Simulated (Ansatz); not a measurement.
# Energy landscape of ZnPS3

6 relaxations of ZnPS3 ended in 6 distinct structures. Calculation: r2SCAN (plane waves to 500 eV, PAW, scalar-relativistic; Ansatz, a program for electronic structure).

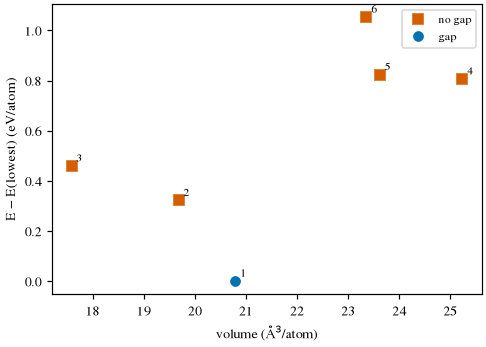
Energy against volume of the distinct structures, numbered as in the table

| # | space group | Pearson | type | E − E(lowest) (eV/atom) | V (Å³/atom) | gap (eV, no SOC) | runs ending here | spin order |
|---|---|---|---|---|---|---|---|---|
| 1 | C2/m | mS20 | – | 0.000 | 20.79 | 2.57 | 1 | non-magnetic |
| 2 | R-3c | hR10 | – | 0.32 | 19.69 | 0.00 | 1 | ferromagnetic |
| 3 | R-3c | hR10 | AFLOW prototype ABC3_hR10_167_a_b_e (as in LiNbO3) | 0.46 | 17.59 | 0.00 | 1 | non-magnetic |
| 4 | I4cm | tI20 | – | 0.81 | 25.23 | 0.00 | 1 | non-magnetic |
| 5 | I4/mmm | tI20 | – | 0.82 | 23.63 | 0.00 | 1 | non-magnetic |
| 6 | P6/mmm | hP10 | – | 1.05 | 23.36 | 0.00 | 1 | non-magnetic |

C2/m, mS20, non-magnetic is the lowest of the structures calculated here.

```cif
data_P4S12Zn4
_chemical_formula_sum 'Zn4 P4 S12'
_space_group_name_H-M_alt 'C2/m'
_space_group_IT_number 12
_space_group_name_Hall '-C 2y'
_cell_length_a 5.97174
_cell_length_b 10.34830
_cell_length_c 7.01518
_cell_angle_alpha 90.000
_cell_angle_beta 106.400
_cell_angle_gamma 90.000
loop_
_atom_site_label
_atom_site_type_symbol
_atom_site_symmetry_multiplicity
_atom_site_Wyckoff_symbol
_atom_site_fract_x
_atom_site_fract_y
_atom_site_fract_z
_atom_site_occupancy
Zn1 Zn 4 g 0.00000 0.33298 0.00000 1
P1 P 4 i 0.05466 0.00000 0.16306 1
S1 S 8 j 0.24405 0.16477 0.23741 1
S2 S 4 i 0.24958 0.50000 0.23748 1
```
(The calculation used a cell of 10 atoms; values per cell refer to that cell.)

Each run could gain symmetry but not lose that of its start, so entries can be saddle points. From databases, or of a type measured for this composition: C2/m, mS20, non-magnetic; the others are generated cells (placed on structure types, drawn at random, substituted or restacked) that were not matched to a known phase here. Each structure is listed in the lowest spin state found for it. Energies are at zero temperature and pressure, without zero-point motion. Each cell has its own k-point mesh; energy differences are given only to the digits this allows. Spin states reached: non-magnetic, ferromagnetic; non-magnetic ones ran without spin or lost their moments; spin orders were not searched systematically. Gaps of cells over 8 atoms come from the SCF mesh and high-symmetry points alone.
